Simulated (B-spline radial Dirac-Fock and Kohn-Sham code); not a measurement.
# Elastic scattering of electrons by Pr

Aim: how strongly Pr scatters electrons elastically, and to which angles, at 8 energies.

Program: B-spline radial Dirac-Fock and Kohn-Sham code, version 3. Model: Dirac partial waves in the static field of the Dirac-Fock density with Furness-McCarthy exchange, no polarisation or absorption. All values are calculated, but those marked as tabulated.

## Step 1: What is computed

Atomic praseodymium in the configuration [Xe] 4f3 6s2.

```yaml
nuclear_charge: 59
electrons: 59
mass_number: 141
nuclear_rms_radius: 4.8919 fm
```

## Step 2: 204.0 eV

The run's settings:

```ini
task = elastic
Z = 59
charge = 0
configuration = 1s2 2s2 2p6 3s2 3p6 3d10 4s2 4p6 4d10 4f3 5s2 5p6 6s2
mass_number = 141
rms_radius = 4.8919  # fm
projectile = electron
energy = 204.0  # eV
theta = [0, 0.5, 1, 2, 4, 8, 12, 16, 24, 32, 45, 60, 75, 90, 105, 120, 135, 150, 165, 180]  # deg
```

From the run's result record (rounded, not every field):

```text
status: converged
sigma [bohr^2]: 28.86
transport1 [bohr^2]: 6.531
transport2 [bohr^2]: 8.493
backward [bohr^2]: 2.403
dcs [bohr^2/sr]: [302.7, 301.3, 297.0, 280.5, 225.2, 104.9, 39.94, 14.96, 2.376, 1.91, 1.908, 0.06323, 0.7243, 1.017, 0.1059, 0.2909, 0.4885, 0.09177, 0.8832, 1.775]
sherman: [0.0, -5.172e-06, -1.076e-05, -2.497e-05, -8.1e-05, -0.0005285, -0.002295, -0.006981, -0.02403, 0.01455, 0.0488, 0.2973, -0.06005, -0.02366, -0.06767, -0.07197, -0.04879, -0.08805, 0.002417, 0.0]
phases_minus [rad]: [-1.237, -0.2562, 0.4202, 0.77, -1.434]
phases_plus [rad]: [0.0, -0.1077, 0.4578, 0.7804, -1.433]
partial_waves: 70
```

## Step 3: 283.0 eV

The run's settings:

```ini
task = elastic
projectile = electron
energy = 283.0  # eV
theta = [0, 0.5, 1, 2, 4, 8, 12, 16, 24, 32, 45, 60, 75, 90, 105, 120, 135, 150, 165, 180]  # deg
```

From the run's result record (rounded, not every field):

```text
status: converged
sigma [bohr^2]: 24.61
transport1 [bohr^2]: 6.075
transport2 [bohr^2]: 7.222
backward [bohr^2]: 2.381
dcs [bohr^2/sr]: [313.6, 311.6, 305.6, 283.0, 211.5, 82.06, 28.88, 11.45, 2.888, 2.141, 1.085, 0.06081, 0.7744, 0.5772, 0.03543, 0.6179, 0.6651, 0.01531, 0.5838, 1.348]
sherman: [0.0, -2.612e-05, -5.296e-05, -0.0001117, -0.000273, -0.001024, -0.002774, -0.00506, 0.001828, 0.02396, 0.03723, -0.2466, -0.003577, 0.03739, -0.2538, -0.0734, -0.05193, -0.1975, 0.0148, 0.0]
phases_minus [rad]: [1.437, -0.6716, 0.1257, 0.7245, -1.232]
phases_plus [rad]: [0.0, -0.5229, 0.1633, 0.7349, -1.23]
partial_waves: 81
```

## Step 4: 1730 eV

Settings, as recorded:

```ini
task = elastic
projectile = electron
energy = 1730.0  # eV
theta = [0, 0.5, 1, 2, 4, 8, 12, 16, 24, 32, 45, 60, 75, 90, 105, 120, 135, 150, 165, 180]  # deg
```

From the run's result record (rounded, not every field):

```text
status: converged
sigma [bohr^2]: 9.995
transport1 [bohr^2]: 1.246
transport2 [bohr^2]: 1.326
backward [bohr^2]: 0.4793
dcs [bohr^2/sr]: [506.2, 490.2, 446.1, 316.8, 121.5, 25.53, 8.135, 3.551, 1.14, 0.5292, 0.2235, 0.1068, 0.0733, 0.06229, 0.03946, 0.01772, 0.05133, 0.1668, 0.3081, 0.3725]
sherman: [0.0, 7.924e-07, 1.44e-06, 1.328e-06, -2.007e-05, -0.0003024, -0.001065, -0.001788, 0.001325, 0.01141, 0.01177, -0.04279, -0.04247, 0.05296, 0.141, 0.04553, -0.1299, -0.06368, -0.02545, 0.0]
phases_minus [rad]: [-1.288, 0.05146, 1.541, 0.1659, -0.7794]
phases_plus [rad]: [0.0, 0.2007, -1.563, 0.1788, -0.7742]
partial_waves: 182
```

## Step 5: 3070 eV

Recorded inputs:

```ini
task = elastic
projectile = electron
energy = 3070.0  # eV
theta = [0, 0.5, 1, 2, 4, 8, 12, 16, 24, 32, 45, 60, 75, 90, 105, 120, 135, 150, 165, 180]  # deg
```

From the run's result record (rounded, not every field):

```text
status: converged
sigma [bohr^2]: 7.272
transport1 [bohr^2]: 0.5975
transport2 [bohr^2]: 0.7729
backward [bohr^2]: 0.2083
dcs [bohr^2/sr]: [582.3, 551.7, 472.8, 281.4, 87.25, 16.77, 5.224, 2.273, 0.708, 0.3337, 0.1343, 0.06711, 0.04062, 0.02554, 0.0179, 0.02088, 0.03648, 0.06045, 0.0824, 0.0913]
sherman: [0.0, -3.45e-06, -7.449e-06, -1.912e-05, -6.134e-05, -0.000116, 0.0003558, 0.001781, 0.005085, 0.0009956, -0.02237, -0.0137, 0.05664, 0.106, 0.0264, -0.1164, -0.1163, -0.06973, -0.03104, 0.0]
phases_minus [rad]: [0.9834, -0.7065, 1.013, -0.08178, -0.8359]
phases_plus [rad]: [0.0, -0.5569, 1.052, -0.06711, -0.8291]
partial_waves: 237
```

## Step 6: 3810 eV

Recorded inputs:

```ini
task = elastic
projectile = electron
energy = 3810.0  # eV
theta = [0, 0.5, 1, 2, 4, 8, 12, 16, 24, 32, 45, 60, 75, 90, 105, 120, 135, 150, 165, 180]  # deg
```

From the run's result record (rounded, not every field):

```text
status: converged
sigma [bohr^2]: 6.426
transport1 [bohr^2]: 0.4459
transport2 [bohr^2]: 0.6184
backward [bohr^2]: 0.1508
dcs [bohr^2/sr]: [612.3, 573.5, 476.5, 262.1, 76.63, 14.14, 4.384, 1.878, 0.5916, 0.2759, 0.1089, 0.05261, 0.03019, 0.01917, 0.01529, 0.01829, 0.02711, 0.03855, 0.04811, 0.05181]
sherman: [0.0, -2.169e-06, -4.619e-06, -1.087e-05, -1.971e-05, 0.0001363, 0.0009089, 0.002183, 0.002311, -0.00541, -0.02011, 0.01123, 0.07569, 0.08147, -0.03058, -0.1274, -0.1164, -0.07304, -0.03365, 0.0]
phases_minus [rad]: [0.6607, -0.9836, 0.8223, -0.1795, -0.8715]
phases_plus [rad]: [0.0, -0.8339, 0.8618, -0.164, -0.8639]
partial_waves: 261
```

## Step 7: 11600 eV

Settings, as recorded:

```ini
task = elastic
projectile = electron
energy = 11600.0  # eV
theta = [0, 0.5, 1, 2, 4, 8, 12, 16, 24, 32, 45, 60, 75, 90, 105, 120, 135, 150, 165, 180]  # deg
```

From the run's result record (rounded, not every field):

```text
status: converged
sigma [bohr^2]: 3.26
transport1 [bohr^2]: 0.08917
transport2 [bohr^2]: 0.1639
backward [bohr^2]: 0.02251
dcs [bohr^2/sr]: [778.9, 651.4, 417.3, 151.5, 36.3, 5.319, 1.542, 0.6559, 0.1916, 0.07677, 0.02755, 0.0122, 0.006922, 0.00476, 0.003814, 0.003404, 0.003241, 0.003186, 0.003173, 0.003171]
sherman: [0.0, 3.062e-06, 7.494e-06, 2.278e-05, 6.937e-05, 5.075e-05, -0.0004619, -0.001353, -0.001298, 0.005635, 0.02907, 0.03829, -0.006312, -0.084, -0.1444, -0.161, -0.1405, -0.09969, -0.05094, 0.0]
phases_minus [rad]: [-0.9165, 0.848, -0.06954, -0.6942, -1.133]
phases_plus [rad]: [0.0, 1.001, -0.02429, -0.6727, -1.121]
partial_waves: 439
```

## Step 8: 66000 eV

The run's settings:

```ini
task = elastic
projectile = electron
energy = 66000.0  # eV
theta = [0, 0.5, 1, 2, 4, 8, 12, 16, 24, 32, 45, 60, 75, 90, 105, 120, 135, 150, 165, 180]  # deg
```

From the run's result record (rounded, not every field):

```text
status: converged
sigma [bohr^2]: 1.01
transport1 [bohr^2]: 0.005869
transport2 [bohr^2]: 0.01358
backward [bohr^2]: 0.0007523
dcs [bohr^2/sr]: [1164.0, 530.2, 187.2, 45.49, 6.723, 0.7215, 0.1844, 0.06891, 0.01717, 0.006329, 0.002001, 0.0007871, 0.0003919, 0.0002281, 0.0001494, 0.0001079, 8.47e-05, 7.173e-05, 6.509e-05, 6.301e-05]
sherman: [0.0, 2.521e-06, 8.122e-06, 3.036e-05, 0.0001401, 0.0007684, 0.002098, 0.003968, 0.007321, 0.006986, -0.008667, -0.05119, -0.1101, -0.1702, -0.2157, -0.2339, -0.2178, -0.1678, -0.09118, 0.0]
phases_minus [rad]: [0.2851, -0.614, -1.08, -1.383, 1.539]
phases_plus [rad]: [0.0, -0.4307, -1.011, -1.343, 1.567]
partial_waves: 1012
```

## Step 9: 155000 eV

The run's settings:

```ini
task = elastic
projectile = electron
energy = 155000.0  # eV
theta = [0, 0.5, 1, 2, 4, 8, 12, 16, 24, 32, 45, 60, 75, 90, 105, 120, 135, 150, 165, 180]  # deg
```

From the run's result record (rounded, not every field):

```text
status: converged
sigma [bohr^2]: 0.5861
transport1 [bohr^2]: 0.001503
transport2 [bohr^2]: 0.003702
backward [bohr^2]: 0.0001383
dcs [bohr^2/sr]: [1627.0, 393.7, 114.3, 20.14, 2.359, 0.2259, 0.05407, 0.01924, 0.004449, 0.001598, 0.0004852, 0.0001811, 8.566e-05, 4.705e-05, 2.879e-05, 1.925e-05, 1.398e-05, 1.105e-05, 9.552e-06, 9.077e-06]
sherman: [0.0, 3.903e-06, 1.339e-05, 5.391e-05, 0.0002355, 0.0009955, 0.002049, 0.002981, 0.002968, -0.001928, -0.02301, -0.06588, -0.1224, -0.1833, -0.2372, -0.2702, -0.2679, -0.2193, -0.1245, 0.0]
phases_minus [rad]: [-0.3181, -1.022, -1.367, 1.551, 1.388]
phases_plus [rad]: [0.0, -0.8047, -1.276, -1.535, 1.427]
partial_waves: 1576
```

## Step 10: Collected

```csv
energy (eV),σ (bohr²),first transport (bohr²),σ / transport,backward share (%),partial waves
204.0,28.9,6.53,4.42,8.33,70
283.0,24.6,6.07,4.05,9.67,81
1730,10.0,1.25,8.02,4.79,182
3070,7.27,0.597,12.2,2.86,237
3810,6.43,0.446,14.4,2.35,261
11600,3.26,0.0892,36.6,0.691,439
66000,1.01,0.00587,172,0.0745,1012
155000,0.586,0.00150,390,0.0236,1576
```

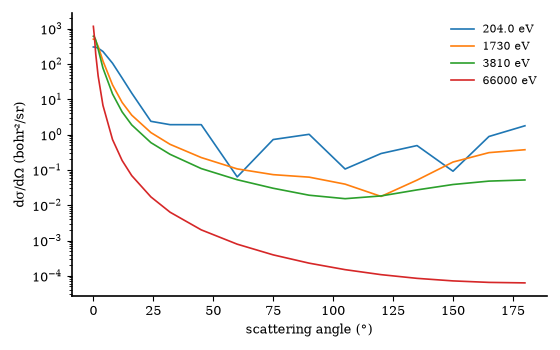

Angular distributions of electrons.

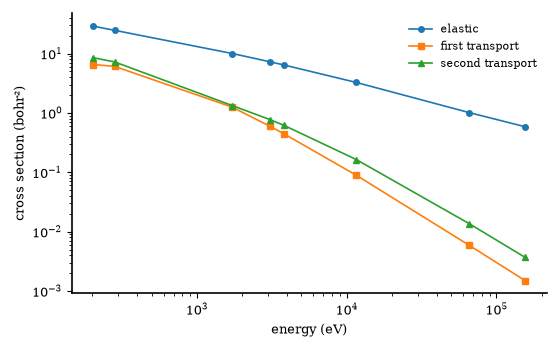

Integrated cross sections against energy.

## Step 11: What came out

```
                quantity                   value
σ at 204.0 and 155000 eV    28.9 and 0.586 bohr²
    backward share there       8.33 and 0.0236 %
largest Sherman function  0.297 at 60°, 204.0 eV
```

What this shows: It takes about 4.4 elastic collisions to lose the direction at 204.0 eV and 390 at 155000 eV (σ over the first transport cross section). Deep diffraction minima show in the angular distribution up to 1730 eV.
